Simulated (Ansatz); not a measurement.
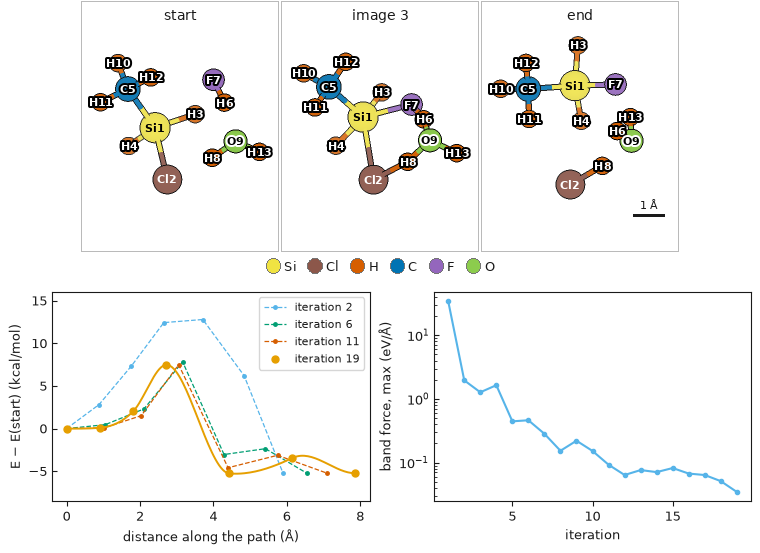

NEB run on CH8ClFOSi. Images are numbered from 0 (start) to 6 (end). The plot follows the band through its iterations. Style: ball-and-stick. Shown at a tilt.

These are results of Ansatz 0.2.0, RKS LDA/def2-SVP, not measurements. Run with 5 movable images; climbing image; force threshold 0.05 eV/Å; iteration limit 60; starting path through a guess of the saddle point.

### Judge this run.

The run is converged, with reservations. The band converged in 19 iterations. The largest component of the band force went from 34 to 0.035 eV/Å. The climbing image converged on the top of the path. Its vibrational analysis gives one imaginary mode (229i cm⁻¹), as a transition state must have. The first iteration put the highest image at 142.6 kcal/mol. Forward barrier 7.5 kcal/mol, backward barrier 12.7 kcal/mol, with image 3 at the top; the reaction energy is −5.2 kcal/mol. The profile has 2 maxima (images 3, 5) with a dip at image 4 (−5.3 kcal/mol), so the process runs in steps.

Cost: 2.1 min on 2 threads of Arm Neoverse V2 (shared host), peak memory 0.16 GiB.
